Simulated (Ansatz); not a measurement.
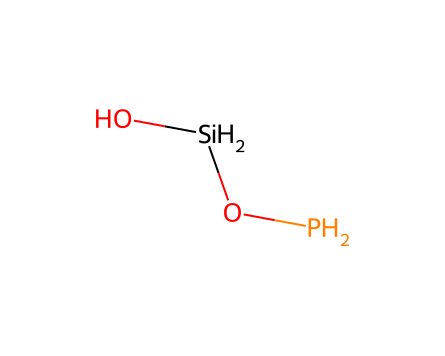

Structural formula above. The computed structure is the end point of a PBE-D4/def2-SVP optimisation. No frequency run is at hand to confirm it as a minimum.

What does the molecule look like in three dimensions?

The molecule is H5O2PSi. Its SMILES string is `O[SiH2]OP`. It has no ring. Among its groups: Si–H bond, Si–O bond. This geometry has C1 symmetry. Coordination: 2 O bent; 1 Si tetrahedral; 1 P trigonal pyramidal.

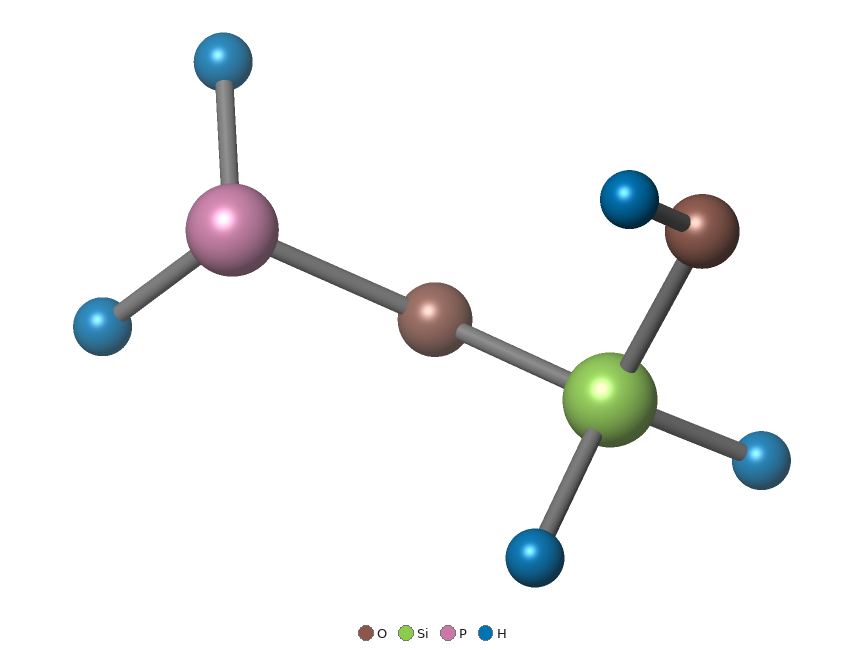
